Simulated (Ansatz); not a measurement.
**HF/6-31G(d) (spherical functions) run of HCl (hydrogen chloride)**

What is the vertical ionisation energy of HCl (hydrogen chloride) at HF/6-31G* (spherical functions)? 

The results are computed with Ansatz 0.2.0.

56 further runs of the same task are left out: 2 that didn't finish, 54 set aside as unsound or not needed.

## Step 1: The structure to begin with

HCl has 2 atoms, charge 0, and is taken as a singlet. As SMILES, `Cl`. The coordinates come from a PBE0-D4/def2-TZVP relaxation.

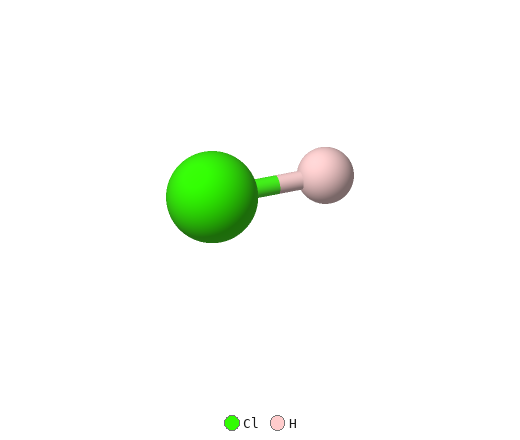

The structure, seen from a chosen angle (chlorine green, hydrogen pink).

## Step 2: A single-point energy at HF/6-31G(d) (spherical functions)

The input, job.yaml:

```yaml
crystal:
  periodic: [false, false, false]
  atoms:
    - symbol: Cl
      position_ang: [0.546000, -0.178500, 0.280800]
    - symbol: H
      position_ang: [-0.546000, 0.178500, -0.280800]
basis:
  gaussian:
    orbitals: 6-31G_st_-spherical.json
hamiltonian:
  xc: hf
accuracy: high
```

The basis set 6-31G* is read from a file made from the Basis Set Exchange's data (not shown).

Run with:

```bash
ansatz run job.yaml --threads 1 --pin off --max-ram 2610MiB --events-out events.jsonl --progress --plain --runs-dir runs
```

Standard output:

```text
Warning: RAYON_NUM_THREADS=1 ignored (pool sized by the plan → 1); use --threads N
Functional definition: HF
  name "HF"
  exchange = exact_x
  correlation = 0
319 factors; integrals over basis functions are off by at most 3.1e-9 eV
mean field evaluation 1: about -12518.3494 eV, gradient 1.1e1 eV
mean field evaluation 2: about -12518.3507 eV, gradient 1.1e1 eV
mean field evaluation 4: about -12518.8187 eV, gradient 7.7e-1 eV
mean field evaluation 8: about -12518.8218 eV, gradient 2.1e-6 eV
mean field -12518.82181002 eV, -460.0582159561 hartree, gradient 2.6e-8 eV, S^2 0.000000; 0 other end points of the search recorded, 0 dependent functions left out
reference -12518.82181002 eV, -460.0582159561 hartree; 9, 9 occupied and 11, 11 virtual orbitals, 319 factors
Total energy: -12518.82181002 eV, -460.0582159561 hartree
```

It took 0.1 s on 1 thread of Arm Neoverse V2, shared host.

## Step 3: The doublet cation, same level

The input, job.yaml:

```yaml
crystal:
  periodic: [false, false, false]
  atoms:
    - {symbol: Cl, position_ang: [0.546000, -0.178500, 0.280800]}
    - {symbol: H, position_ang: [-0.546000, 0.178500, -0.280800]}
basis:
  gaussian: {orbitals: 6-31G_st_-spherical.json}
total_charge: 1
magnetization: {spin_polarized: true, initial_magnetization: 1}
hamiltonian: {xc: hf}
accuracy: high
```

The basis set 6-31G* is read from a file made from the Basis Set Exchange's data (not shown).

Run with:

```bash
ansatz run job.yaml --threads 1 --pin off --max-ram 2610MiB --events-out events.jsonl --progress --plain --runs-dir runs
```

Standard output:

```text
Warning: RAYON_NUM_THREADS=1 ignored (pool sized by the plan → 1); use --threads N
Functional definition: HF
  name "HF"
  exchange = exact_x
  correlation = 0
319 factors; integrals over basis functions are off by at most 3.1e-9 eV
mean field evaluation 1: about -12506.7313 eV, gradient 8.4e0 eV
mean field evaluation 2: about -12506.7566 eV, gradient 8.4e0 eV
mean field evaluation 4: about -12507.2242 eV, gradient 6.6e-1 eV
mean field evaluation 8: about -12507.2285 eV, gradient 5.9e-4 eV
mean field evaluation 16: about -12507.1945 eV, gradient 2.1e0 eV
mean field -12507.22847763 eV, -459.6321688490 hartree, gradient 6.3e-8 eV, S^2 0.757344; 0 other end points of the search recorded, 0 dependent functions left out
reference -12507.22847763 eV, -459.6321688490 hartree; 9, 8 occupied and 11, 12 virtual orbitals, 319 factors
Total energy: -12507.22847763 eV, -459.6321688490 hartree
```

Run time: 0.12 s. Hardware: 1 thread of Arm Neoverse V2, shared host.

## Step 4: Outcome

Level: HF/6-31G* (spherical functions).

```
                                          quantity          value
                         singlet HCl: total energy  -460.05822 Eh
                      doublet cation: total energy  -459.63217 Eh
                              doublet cation: ⟨S²⟩          0.757
vertical ionisation energy (to the doublet cation)      11.593 eV
```

In words: Removing an electron at fixed nuclei costs 11.59 eV (1119 kJ/mol).
